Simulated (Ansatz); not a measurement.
System: H₃Si, doublet: map of symmetric stretch and umbrella angle. Scanned: Si-H bond length and angle between the Si-H bonds and the threefold axis (90 = planar).

Method: CCSD on UHF/cc-pVDZ, frozen core in Ansatz (a first-principles code).

Energy in kJ/mol above the lowest grid point; x is the Si-H bond length (Å), y the angle between the Si-H bonds and the threefold axis (90 = planar) (°).

```
y \ x    1.30   1.37   1.45   1.50   1.59   1.63   1.70   1.79   1.85
------  -----  -----  -----  -----  -----  -----  -----  -----  -----
130     294.0  200.8  146.6  134.2  142.7  156.2  190.0  246.9  290.1
125.58  235.0  144.5   93.3   82.9   94.9  109.9  146.5  206.9  252.3
121.82  195.7  107.2   58.5   49.6   64.3   80.4  118.9  181.7  228.7
118.46  168.6   81.9   35.2   27.5   44.2   61.2  101.2  165.7  213.8
114.90  147.8   62.9   18.0   11.5   30.0   47.8   89.1  155.2  204.1
110.45  132.3   49.3    6.6    1.2   21.8   40.5   83.1  150.6  200.5
106.55  126.8   45.4    4.3    0.0   22.3   41.6   85.3  153.9  204.3
102.84  127.0   47.0    7.5    4.1   28.0   48.0   92.7  162.5  213.4
97.99   131.9   53.5   16.0   13.8   40.0   61.0  107.3  179.0  231.0
94.79   135.5   58.0   21.6   20.2   47.7   69.3  116.8  190.0  243.1
90      138.1   61.2   25.5   24.6   53.1   75.2  123.7  198.3  252.4
```

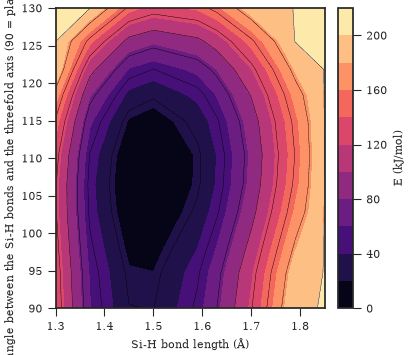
*Energy surface, cut off at 201 kJ/mol.*

Points that lie below all their neighbours on the grid: x = 1.50, y = 106.55 (0.0 kJ/mol).
